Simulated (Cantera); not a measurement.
A closed system holds: 1 mol Cr, a varied amount of H2O, equilibrated at 1552 °C and 3080 Torr.

Cantera equilibrium calculation (NASA polynomials, part measured and part estimated; ideal gas, pure solids and liquids). Candidate condensed phases: Cr, Cr2O3, H2O; 13 gas species. Mutual solubility and eutectic melting of coexisting phases are not modelled. Equilibrium is a limit: real reactors are often held back by kinetics, nucleation or transport.

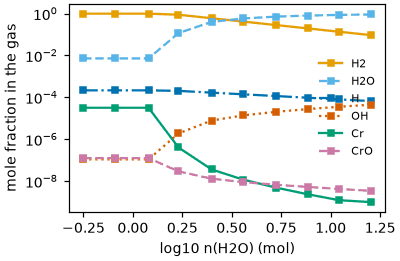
Figure: Equilibrium gas composition (values under 1e-9 drawn at 1e-9)

From 0.56 mol H2O to 1.2 mol H2O the condensed part is Cr(s) + Cr2O3(s). From 1.7 mol H2O to 16 mol H2O the condensed part is Cr2O3(s). The main Cr-bearing gas is Cr at 0.56 mol H2O and CrO2 at 16 mol H2O.
